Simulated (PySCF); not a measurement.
**CuO (charge −1): density, localisation and related maps**

```json
{"atom": "Cu", "x (Å)": "0.0000", "y (Å)": "0.0000", "z (Å)": "-0.3433"}
{"atom": "O", "x (Å)": "0.0000", "y (Å)": "0.0000", "z (Å)": "1.3507"}
```

All numbers below come from PBE0/def2-TZVPPD, non-relativistic Hamiltonian with scalar-relativistic core potentials where named, at a bond length of 1.694 Å in PySCF 2.14.0.

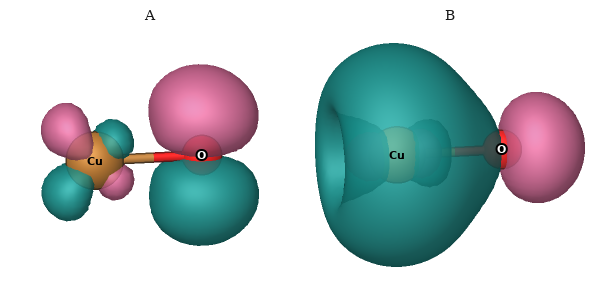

Figure 1. Two frontier orbitals, each drawn at the value that holds 80 % of its norm (teal and pink are the two phases), in no order; of a degenerate pair one member is drawn.

> Label each orbital by symmetry, say whether it is occupied, and order them by energy.

Orbital B: σ, occupied, −0.52 eV; mainly on Cu (75 %).
Orbital A: π, occupied, −0.04 eV; mainly on O (70 %).

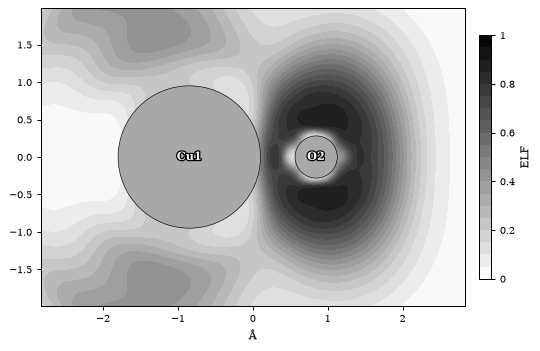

Figure 2. Electron localisation function on a plane that holds the molecular axis. Grey discs cover the atomic cores.

> What do the fields say about this system?

The plane passes through Cu and O nuclei. Cu–O (1.69 Å): the ELF peaks at about 0.75 in the valence shell of O, 0.6 Å from its nucleus, and is about 0.25 at the midpoint.
